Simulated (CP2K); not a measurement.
Converging the k-point mesh: Sb (R-3m, 2 atoms in the cell)

```
CELL_PARAMETERS angstrom
      4.52859     0.00000     0.00000
      2.45705     3.80408     0.00000
      2.45705     1.33800     3.56101
ATOMIC_POSITIONS crystal
  Sb 0.23791 0.23791 0.23791
  Sb 0.76650 0.76650 0.76650
```

Computed with CP2K 2026.2 with PBEsol, GPW, TZVP-MOLOPT-SR-GTH basis, GTH-PBE potentials (GTH_POTENTIALS).

Base settings: CUTOFF = 400 Ry; REL_CUTOFF = 60 Ry; SMEAR/METHOD = FERMI_DIRAC; ELECTRONIC_TEMPERATURE = 1160.45 K; KPOINTS/SCHEME = MONKHORST-PACK 4 4 4; GAMMA_CENTERED = T; XC_FUNCTIONAL = PBE:PBESOL; Sb/BASIS_SET = TZVP-MOLOPT-SR-GTH; Sb/POTENTIAL = GTH-PBE-q5; METHOD = GPW.

Moved along: GAMMA_CENTERED.

The second cell is the first with its lattice scaled by 0.98.

Only quantities that move along the ladder and can be compared are tabulated.

The starting cell has typed, rounded lattice constants, without a prior relaxation at this level. Its lattice was rescaled by up to half a per cent. One atom was moved a little off its site on purpose. Values carry the incompleteness of an atom-centred basis. The potentials were made for another functional than the one used. Without a gap this mesh is coarse (it stands for a supercell whose shortest vector is 17 Å).

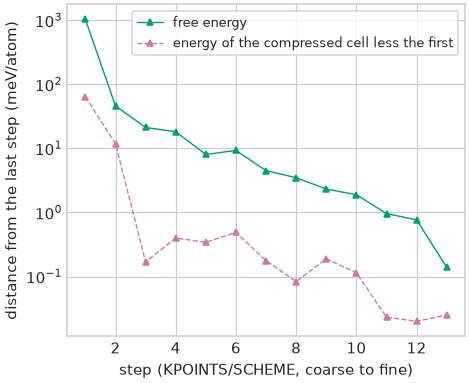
Figure. Distance from the last step along the ladder; very small values are drawn at a floor.

| KPOINTS/SCHEME | free energy less the last step's (meV/atom) | energy of the compressed cell less the first (meV/atom) | pressure (GPa) | largest difference of a force vector from the last step's (eV/Å) |
|---|---|---|---|---|
| MONKHORST-PACK 2 2 2 | 1028.81 | 95.96 | 6.66 | 1.711 |
| MONKHORST-PACK 3 3 3 | -46.01 | 43.88 | 1.76 | 0.316 |
| MONKHORST-PACK 4 4 4 | -21.21 | 32.22 | 0.91 | 0.248 |
| MONKHORST-PACK 5 5 5 | -18.19 | 31.65 | 0.85 | 0.142 |
| MONKHORST-PACK 6 6 6 | -8.04 | 32.40 | 0.95 | 0.140 |
| MONKHORST-PACK 7 7 7 | -9.29 | 32.54 | 0.94 | 0.052 |
| MONKHORST-PACK 8 8 8 | -4.49 | 31.88 | 0.89 | 0.038 |
| MONKHORST-PACK 9 9 9 | -3.49 | 31.97 | 0.91 | 0.026 |
| MONKHORST-PACK 10 10 10 | -2.32 | 32.24 | 0.92 | 0.017 |
| MONKHORST-PACK 11 11 11 | -1.89 | 31.94 | 0.90 | 0.006 |
| MONKHORST-PACK 12 12 12 | -0.96 | 32.03 | 0.91 | 0.008 |
| MONKHORST-PACK 13 13 13 | -0.77 | 32.05 | 0.91 | 0.001 |
| MONKHORST-PACK 15 15 15 | -0.14 | 32.03 | 0.91 | 0.000 |
| MONKHORST-PACK 16 16 16 | 0.00 | 32.05 | 0.91 | 0.000 |

Coarsest KPOINTS/SCHEME that holds the energy of the compressed cell less the first within 2 meV/atom of the last step, with all finer ones: MONKHORST-PACK 4 4 4; the step before is off by 12 meV/atom.

Coarsest KPOINTS/SCHEME that holds the forces within 0.02 eV/Å of the last step, with all finer ones: MONKHORST-PACK 10 10 10; the step before is off by 0.026 eV/Å.

Coarsest KPOINTS/SCHEME that holds the free energy within 0.5 meV/atom of the last step, with all finer ones: MONKHORST-PACK 15 15 15; the step before is off by 0.77 meV/atom.

The energy difference between the two cells stays within 1 meV/atom of the last step's from MONKHORST-PACK 4 4 4 on, the total only from MONKHORST-PACK 12 12 12 on: much of the error is common to both cells and cancels.
